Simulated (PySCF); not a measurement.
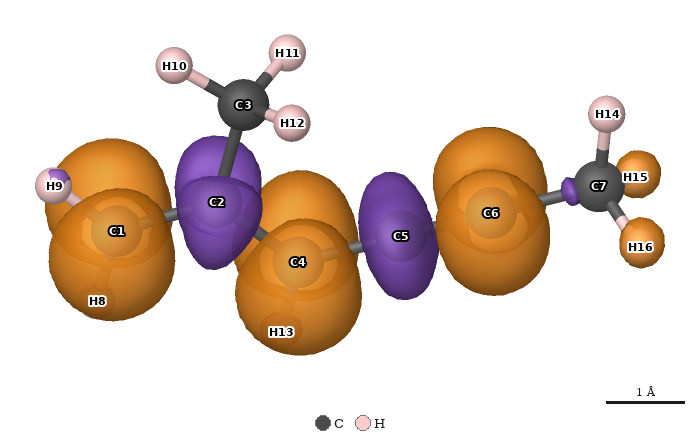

*C7H9 (doublet). Isosurfaces of the spin density at +0.02 (orange) and −0.02 e/Å³ (purple), seen at a tilt.*

Geometry: GFN2-xTB.

Method: UKS B3LYP, pcH-1 on C H, non-relativistic, mean-field spin-orbit, GIAO (PySCF).

```xyz
16

C    -2.7513   -0.6826   -0.8284
C    -1.5432   -0.2871   -0.3522
C    -1.4392    0.5889    0.8642
C    -0.3481   -0.6831   -0.9821
C     0.9019   -0.3097   -0.5395
C     2.0006    0.0223   -0.1452
C     3.3121    0.4100    0.3134
H    -2.8336   -1.3091   -1.6999
H    -3.6698   -0.3852   -0.3547
H    -2.4235    0.8270    1.2589
H    -0.9230    1.5155    0.6158
H    -0.8587    0.0878    1.6378
H    -0.4004   -1.3137   -1.8591
H     3.2336    1.0424    1.1979
H     3.8356    0.9608   -0.4696
H     3.8995   -0.4752    0.5626
```

Question: Describe the spin distribution.

Answer: The unpaired spin (1 electron) lies mostly on C4 (about 0.4), C1 (about 0.3) and C6 (about 0.2), in electrons by Hirshfeld's partition.
